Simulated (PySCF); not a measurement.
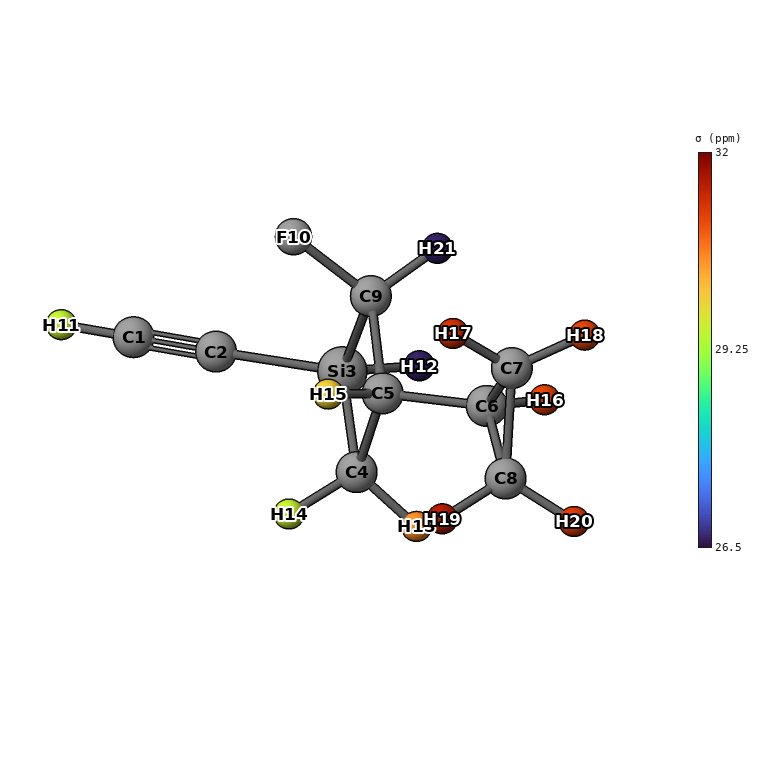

Atoms are coloured by their isotropic NMR shieldings (H only, the others grey). The geometry was computed by an optimisation with GFN2-xTB. No frequency run is at hand to confirm it as a minimum. Level of theory: GIAO PBE0/pcSseg-1 NMR shielding, non-relativistic, gas phase (PySCF 2.14.0).

> Which H atom is the most shielded (lowest chemical shift)?

H19 (31.53 ppm).

> Which H atom is the least shielded (highest chemical shift)?

H12, H21 (26.63 ppm).

> How wide is the range of H shifts?

4.90 ppm.

Give the isotropic NMR shieldings of the H atoms atom by atom.

| atom | σ (ppm) |
| --- | --- |
| H11 | 29.52 |
| H12 | 26.63 |
| H13 | 30.50 |
| H14 | 29.55 |
| H15 | 29.98 |
| H16 | 31.09 |
| H17 | 31.28 |
| H18 | 31.09 |
| H19 | 31.53 |
| H20 | 31.15 |
| H21 | 26.63 |

The geometry is semi-empirical. Around Si such bond lengths and angles can be off by a tenth of an ångström or more and by several degrees, and values that hang on the shape move with them.
